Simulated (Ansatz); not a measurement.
```xyz
10

Cl    1.0394   -2.1978    0.4734
Si   -1.7449   -0.1321   -0.9935
Si   -0.1214   -0.2144    0.7155
Si   -0.1125   -1.8113    2.3577
H    -0.9827    0.0127   -2.2612
H    -2.5794    1.0541   -0.6642
H    -2.4819   -1.4181   -0.8834
H     0.9676    0.7853    0.8745
H     0.8735   -1.7751    3.4603
H    -1.1812   -2.8332    2.4142
```

Geometry: r2SCAN-D4/def2-SVP.

Computed with isolated molecule in a Gaussian basis; Kohn-Sham density functional theory, functional PBE0 in Ansatz.

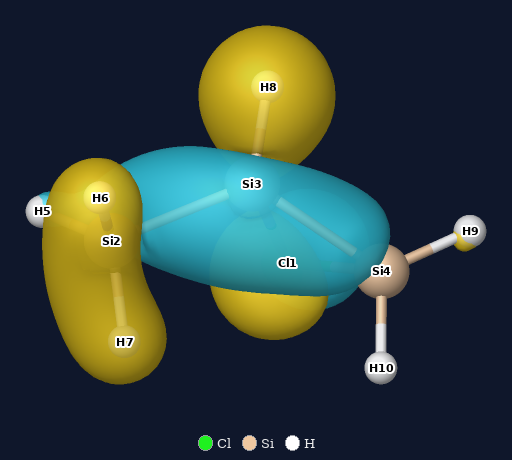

ClH₆Si₃ (charge +1). The HOMO−1 at ±0.1 Å⁻³ᐟ² (yellow and cyan are the two phases), seen at a tilt.

Q: What is the character of this orbital?

A: It lies mainly on Si3 (about 30 %), Cl1 (about 20 %), Si2 (about 15 %), H8 (about 15 %) and Si4 (about 10 %). Its energy is −13.77 eV.
